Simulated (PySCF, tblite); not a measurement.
# C₅H₉AlClN: geometry, infrared bands and NMR shifts

Aim: predict the infrared bands and NMR shifts of C₅H₉AlClN (`C#C[C@@H]1C[C@@H]1[Al@@H-]([NH3+])[Cl]`).

Computed with tblite 0.8.0 and PySCF 2.14.0, with density-fitted response routines of our own, on a single molecule in the gas phase. Atoms count from 0, in the outputs and in this text.

### Step 1. The molecule as given

17 atoms, charge 0, multiplicity 1; geometry from: force field or distance geometry start.

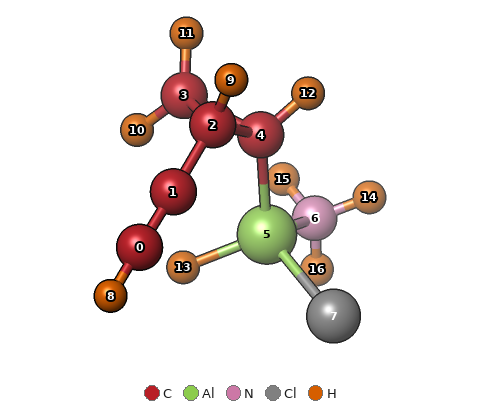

The starting geometry (carbon red, aluminium green, nitrogen pink, chlorine grey, hydrogen orange), atoms numbered; sticks join atoms by distance.

### Step 2. Geometry optimisation with GFN2-xTB

The job: settings as JSON, then the geometry in Å.

```
{"job": {"kind": "relax", "xc": "GFN2-xTB", "basis": "xTB"}, "charge": 0, "multiplicity": 1}
C      2.759800    -1.578600     0.384300
C      2.268000    -0.543500    -0.035400
C      1.701500     0.702800    -0.525400
C      0.885900     1.476200     0.501900
C      0.168400     0.770300    -0.633200
Al    -1.027500    -0.756800    -0.068300
N     -2.834500    -0.154800    -0.021300
Cl    -0.824000    -2.409400    -1.508900
H      3.174700    -2.481400     0.747000
H      2.269500     1.337400    -1.228200
H      0.803400     0.979000     1.505100
H      0.944900     2.569600     0.408300
H     -0.190400     1.494300    -1.396900
H     -0.586900    -1.266700     1.382200
H     -3.131800     0.169700    -0.965700
H     -2.930400     0.638500     0.665300
H     -3.457600    -0.934400     0.292100
```

Started as:

```console
$ OMP_NUM_THREADS=1 python probes_run.py task.json out
```

This one command runs all jobs of the session in turn.

**Question.** This job is followed by: GFN2-xTB harmonic vibrations, gas phase; GIAO PBE0/pcSseg-1 NMR shielding, non-relativistic, gas phase. What will the session give for the following? strongest single infrared mode (GFN2-xTB); zero-point energy (GFN2-xTB); ¹³C shifts against TMS (PBE0/pcSseg-1); ¹H shifts against TMS (PBE0/pcSseg-1, means over atoms taken as alike); ²⁷Al shifts against AlH4- (PBE0/pcSseg-1); ¹⁵N shifts against NH3 (PBE0/pcSseg-1); ³⁵Cl shifts against HCl (PBE0/pcSseg-1).

As calculated:

| quantity | value |
| --- | --- |
| strongest single infrared mode (GFN2-xTB) | 674 cm⁻¹, 464 km/mol |
| zero-point energy (GFN2-xTB) | 76.8 kcal/mol |
| ¹³C shifts against TMS (PBE0/pcSseg-1) | 95.9, 78.6, 14.0, 3.8, 2.0 ppm |
| ¹H shifts against TMS (PBE0/pcSseg-1, means over atoms taken as alike) | 3.86, 1.97, 1.54, 1.43, 0.86, 0.77, -0.45 ppm |
| ²⁷Al shifts against AlH4- (PBE0/pcSseg-1) | 46.9 ppm |
| ¹⁵N shifts against NH3 (PBE0/pcSseg-1) | 41.7 ppm |
| ³⁵Cl shifts against HCl (PBE0/pcSseg-1) | -40 ppm |

In words: The optimisation took 92 steps and gained 0.845 eV; among the close pairs (by a distance rule), Al5–N6 changed most, from 1.905 to 2.105 Å. No mode is imaginary among the 45: a minimum at this level. The strongest single mode, at 674 cm⁻¹, is carried by H13, Al5, H8. Unscaled tight-binding wavenumbers are off by several per cent, some by more. Its intensities can rank the bands wrongly. At PBE0/pcSseg-1: The widest tensor belongs to C1: span 300 ppm, with a paramagnetic part of -171 ppm.
